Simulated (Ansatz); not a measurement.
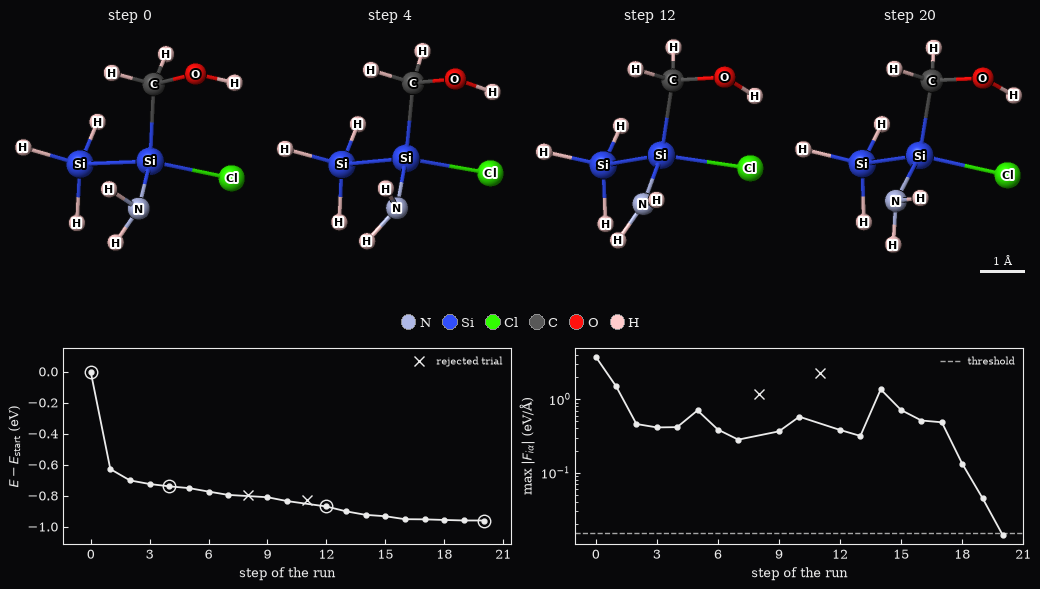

Frames of a relaxation of CH₈ClNOSi₂, marked on the history of the run. Style: ball-and-stick. Shown from a free direction.

The run prepares an end point of a later path (inversion) calculation, from a guessed geometry.

Method: Ansatz, RKS r2SCANh/STO-3G.

Input file:
```yaml
crystal:
  periodic: [false, false, false]
  atoms:
    - { symbol: "N", position_ang: [-1.8897, 0.1641, 0.2249] }
    - { symbol: Si, position_ang: [-0.248, 0.0018, 0.3772] }
    - { symbol: Si, position_ang: [0.4709, -2.1838, 0.208] }
    - { symbol: Cl, position_ang: [0.2958, 0.8188, 2.2078] }
    - { symbol: C, position_ang: [0.6723, 1.0216, -0.9361] }
    - { symbol: O, position_ang: [0.3347, 2.441, -0.9954] }
    - { symbol: H, position_ang: [-2.11951, 0.20023, -0.82081] }
    - { symbol: H, position_ang: [-2.36056, -0.67271, 0.50178] }
    - { symbol: H, position_ang: [1.9815, -2.2178, 0.4665] }
    - { symbol: H, position_ang: [0.2114, -2.7478, -1.1003] }
    - { symbol: H, position_ang: [-0.1545, -3.043, 1.273] }
    - { symbol: H, position_ang: [1.7702, 0.9714, -0.736] }
    - { symbol: H, position_ang: [0.4205, 0.6342, -1.9246] }
    - { symbol: H, position_ang: [0.5614, 2.8468, -0.1286] }
basis:
  gaussian: { orbitals: STO-3G }
hamiltonian:
  xc: r2scanh
relax:
  f_tol: 0.015
  max_steps: 40
output:
  orbitals: {}
```

Launched with:
```bash
ansatz run input.yaml --threads 1 --pin off --max-ram 2048MiB --backend cpu --events-out ev --progress --plain --runs-dir out
```

### What happens along the run?

The largest move after the best rigid fit is that of H7, 0.79 Å. Largest moves by element: H 0.79 Å, N 0.56 Å, Si 0.28 Å, Cl 0.25 Å, O 0.23 Å, C 0.13 Å. Among the contacts that change: Si3–H9 1.533 → 1.441 Å, Si2–Cl4 2.077 → 2.158 Å, N1–Si2 1.657 → 1.734 Å, Si3–H11 1.505 → 1.442 Å. Among the angles between lasting bonds that change: Si3–Si2–C5 107.9° → 118.8°, C5–O6–H14 108.2° → 100.9°, Cl4–Si2–C5 105.7° → 99.1°. Groups turn about Si2–C5 by about 20°. Over 18 accepted moves (20 points after the start) the energy falls by 0.960 eV. Largest force component: 3.8 eV/Å at the start, 0.014 eV/Å at the end. The line search rejected the trial steps at points 8, 11 of the run. Cost: 5 min on 1 thread of Intel(R) Xeon(R) Processor @ 2.50GHz (Skylake/Cascade Lake), with other jobs on the host, peak memory 0.22 GiB. From step 0 to 4: H7 moves most (0.45 Å), energy −0.740 eV. From step 4 to 12: H7 moves most (0.36 Å), energy −0.130 eV. From step 12 to 20: H8 moves most (0.35 Å), energy −0.090 eV.

```
step  E − E(0), eV  largest force component, eV/Å      note
   0        0.0000                         3.7954          
   1       -0.6283                         1.5021          
   2       -0.7015                         0.4604          
   3       -0.7248                         0.4136          
   4       -0.7398                         0.4172          
   5       -0.7510                         0.7047          
   6       -0.7734                         0.3867          
   7       -0.7949                         0.2819          
   8       -0.7924                         1.1844  rejected
   9       -0.8099                         0.3656          
  10       -0.8348                         0.5784          
  11       -0.8251                         2.2414  rejected
  12       -0.8696                         0.3820          
  13       -0.9008                         0.3169          
  14       -0.9236                         1.3638          
  15       -0.9323                         0.7130          
  16       -0.9515                         0.5134          
  17       -0.9525                         0.4859          
  18       -0.9564                         0.1331          
  19       -0.9597                         0.0451          
  20       -0.9599                         0.0140
```

Limits of the set-up: STO-3G is a minimal basis, so the numbers are rough.
